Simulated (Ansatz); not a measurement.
# C2H6Al (SMILES [CH3][Al][CH3]): UBLYP/def2-SVPD

Aim: the electronic atomisation energy of C2H6Al at UBLYP/def2-SVPD, from 4 runs. 

The results are computed with Ansatz 0.2.0.

27 further runs of the same task are left out: 27 set aside as unsound or not needed.

## 1. The system as given

C2H6Al has 9 atoms, charge 0, and is taken as a doublet. SMILES: `[CH3][Al][CH3]`. Geometry: relaxed at PBE0-D4/def2-TZVP.

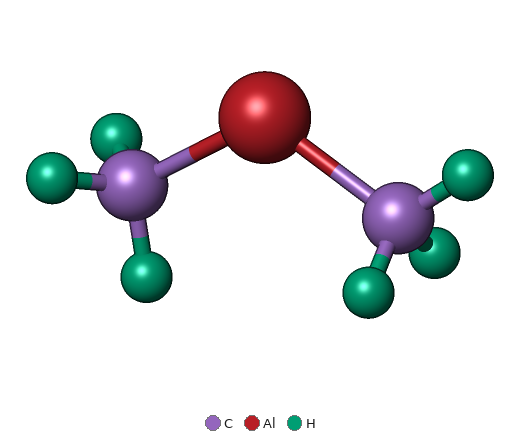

Viewed from a chosen angle; carbon purple, aluminium red, hydrogen teal.

## 2. The energy at UBLYP/def2-SVPD

File run.yaml:

```yaml
crystal:
  periodic: [false, false, false]
  atoms:
    - symbol: C
      position_ang: [-0.810700, 1.130600, -0.941500]
    - symbol: Al
      position_ang: [0.731000, 0.705500, 0.211900]
    - symbol: C
      position_ang: [0.877300, -1.111400, 0.957800]
    - symbol: H
      position_ang: [-1.467800, 0.264500, -1.069000]
    - symbol: H
      position_ang: [-0.481900, 1.460900, -1.931900]
    - symbol: H
      position_ang: [-1.401500, 1.950000, -0.519700]
    - symbol: H
      position_ang: [0.915300, -1.838200, 0.137400]
    - symbol: H
      position_ang: [-0.021800, -1.337900, 1.543500]
    - symbol: H
      position_ang: [1.748700, -1.270300, 1.594400]
basis:
  gaussian:
    orbitals: def2-SVPD
accuracy: high
magnetization:
  spin_polarized: true
  initial_magnetization: 1
output: {orbitals: {seedname: orbitals}}
hamiltonian:
  xc: {name: BLYP}
```

The run is started by

```bash
$ ansatz run run.yaml --threads 1 --pin off --max-ram 3480MiB --events-out events.jsonl --progress --plain --runs-dir runs
```

The log of the run:

```text
Warning: RAYON_NUM_THREADS=1 ignored (pool sized by the plan → 1); use --threads N
Functional definition: BLYP
  name "BLYP"
  parameter beta = 0.0042
  parameter a = 0.04918
  parameter b = 0.132
  parameter c = 0.2533
  parameter d = 0.349
  exchange = b88_x(beta = beta)
  correlation = lyp_c(a = a, b = b, c = c, d = d)
2260 factors; integrals over basis functions are off by at most 3.5e-9 eV
mean field evaluation 1: about -8745.1907 eV, gradient 5.9e1 eV
mean field evaluation 2: about -8698.3076 eV, gradient 9.1e1 eV
mean field evaluation 4: about -8762.6942 eV, gradient 4.0e0 eV
mean field evaluation 8: about -8762.8047 eV, gradient 8.4e-2 eV
mean field evaluation 16: about -8762.8048 eV, gradient 1.1e-5 eV
mean field -8762.80478281 eV, -322.0271361257 hartree, gradient 3.5e-8 eV, S^2 0.751011; 0 other end points of the search recorded, 0 dependent functions left out
reference -8762.80484322 eV, -322.0271383458 hartree; 16, 15 occupied and 96, 97 virtual orbitals, 2260 factors
Total energy: -8762.80484322 eV, -322.0271383458 hartree
```

Run time: 11 s. Hardware: 1 thread of Arm Neoverse V2, shared host; peak memory 0.38 GiB.

## 3. The Al atom

File in.yaml:

```yaml
basis:
  gaussian: {orbitals: def2-SVPD}
crystal:
  periodic: [false, false, false]
  atoms:
    - {symbol: Al, position_ang: [0.000000, 0.000000, 0.000000]}
magnetization: {spin_polarized: true, initial_magnetization: 1}
hamiltonian: {xc: {name: BLYP}}
accuracy: high
```

The run is started by

```bash
$ ansatz run in.yaml --threads 1 --pin off --max-ram 3480MiB --events-out events.jsonl --progress --plain --runs-dir runs
```

The log of the run (excerpt; [...] marks lines left out):

```text
Warning: RAYON_NUM_THREADS=1 ignored (pool sized by the plan → 1); use --threads N
[... 9 set-up lines as earlier in the session ...]
202 factors; integrals over basis functions are off by at most 1.9e-9 eV
mean field evaluation 1: about -6592.9482 eV, gradient 1.5e0 eV
mean field evaluation 2: about -6592.9856 eV, gradient 4.4e-1 eV
mean field evaluation 4: about -6592.9879 eV, gradient 1.5e-1 eV
mean field evaluation 8: about -6592.9881 eV, gradient 4.0e-5 eV
mean field evaluation 16: about -6592.9882 eV, gradient 4.4e-2 eV
mean field -6592.98813795 eV, -242.2878451819 hartree, gradient 7.3e-8 eV, S^2 0.753455; 1 other end points of the search recorded, 0 dependent functions left out
reference -6592.98816817 eV, -242.2878462925 hartree; 7, 6 occupied and 17, 18 virtual orbitals, 202 factors
Total energy: -6592.98816817 eV, -242.2878462925 hartree
```

Run time: 0.95 s. Hardware: 1 thread of Arm Neoverse V2, shared host.

## 4. The C atom at the same level

File in.yaml:

```yaml
crystal:
  periodic: [false, false, false]
  atoms:
    - symbol: C
      position_ang: [0.000000, 0.000000, 0.000000]
basis:
  gaussian:
    orbitals: def2-SVPD
total_charge: 0
magnetization:
  spin_polarized: true
  initial_magnetization: 2
hamiltonian:
  xc: {name: BLYP}
accuracy: high
```

Run the same way, it converges to -37.80174 Eh (log not shown).

## 5. The H atom, same level

File molecule.yaml:

```yaml
crystal:
  periodic: [false, false, false]
  atoms:
    - {symbol: H, position_ang: [0.000000, 0.000000, 0.000000]}
basis:
  gaussian:
    orbitals: def2-SVPD
magnetization:
  spin_polarized: true
  initial_magnetization: 1
hamiltonian:
  xc: {name: BLYP}
accuracy: high
```

The run is started by

```bash
$ ansatz run molecule.yaml --threads 1 --pin off --max-ram 3480MiB --events-out events.jsonl --progress --plain --runs-dir runs
```

The log of the run (excerpt; [...] marks lines left out):

```text
Warning: RAYON_NUM_THREADS=1 ignored (pool sized by the plan → 1); use --threads N
[... 9 set-up lines as earlier in the session ...]
33 factors; integrals over basis functions are off by at most 2.1e-9 eV
mean field evaluation 1: about -13.5050 eV, gradient 4.8e-1 eV
mean field evaluation 2: about -13.5078 eV, gradient 5.7e-2 eV
mean field evaluation 4: about -13.5078 eV, gradient 5.0e-5 eV
mean field evaluation 8: about -13.5078 eV, gradient 2.3e-8 eV
mean field -13.50782747 eV, -0.4964035038 hartree, gradient 2.3e-8 eV, S^2 0.750000; 0 other end points of the search recorded, 0 dependent functions left out
reference -13.50785355 eV, -0.4964044622 hartree; 1, 0 occupied and 7, 8 virtual orbitals, 33 factors
Total energy: -13.50785355 eV, -0.4964044622 hartree
```

It took 0.1 s on 1 thread of Arm Neoverse V2, shared host.

## 6. Outcome

At UBLYP/def2-SVPD:

| quantity | value |
| --- | --- |
| molecule: total energy | -322.02714 Eh |
| molecule: HOMO energy (highest over α and β) | -3.83 eV |
| molecule: LUMO energy (lowest over α and β) | -2.59 eV |
| molecule: ⟨S²⟩ | 0.751 |
| Al atom: total energy | -242.28785 Eh |
| Al atom: ⟨S²⟩ | 0.753 |
| C atom: total energy | -37.80174 Eh |
| C atom: ⟨S²⟩ | 2.003 |
| H atom: total energy | -0.49640 Eh |
| H atom: ⟨S²⟩ | 0.750 |
| electronic atomisation energy | 31.494 eV |

**Reading.** Taking the molecule apart into free atoms costs 31.49 eV (3039 kJ/mol), before zero-point energy and without spin-orbit coupling.
